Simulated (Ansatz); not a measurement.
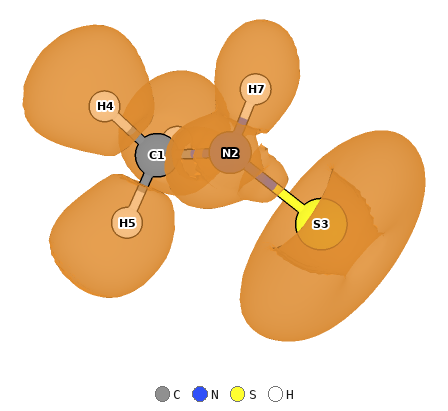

The picture shows: CH₄NS (charge −1). Isosurface of the electron localisation function at 0.75 (orange), seen at a tilt. Core shells and regions of very low density are left out.

Geometry: PBE0-D3(BJ)/def2-SVPD; the highest occupied orbital lies above zero, a sign that basis and functional describe the outermost electron poorly.

Computed with Ansatz 0.2.0, isolated molecule in a Gaussian basis; Kohn-Sham density functional theory, functional PBE0.

```yaml
atoms:
  - { symbol: C, position_ang: [0.1449, 0.5541, 1.0650] }
  - { symbol: N, position_ang: [0.5994, -0.3125, 0.0107] }
  - { symbol: S, position_ang: [0.5054, -2.0457, 0.4550] }
  - { symbol: H, position_ang: [0.1482, 1.6086, 0.7229] }
  - { symbol: H, position_ang: [0.8336, 0.4716, 1.9212] }
  - { symbol: H, position_ang: [-0.8717, 0.3080, 1.4508] }
  - { symbol: H, position_ang: [-0.0105, -0.1960, -0.7932] }
```

### Describe the localisation domains.

The ELF exceeds this value in three regions around hydrogen nuclei, one ring or bowl of non-bonding electrons around S and one joined region spread over several atoms (H, N), in which their bonds and any lone pairs are merged.

Values along the shortest contacts:
C–N (1.44 Å): the ELF peaks at about 0.95 between the atoms; localised, covalent bonding. S–N (1.79 Å): the ELF peaks at about 0.85 between the atoms, as expected for localised, covalent bonding.
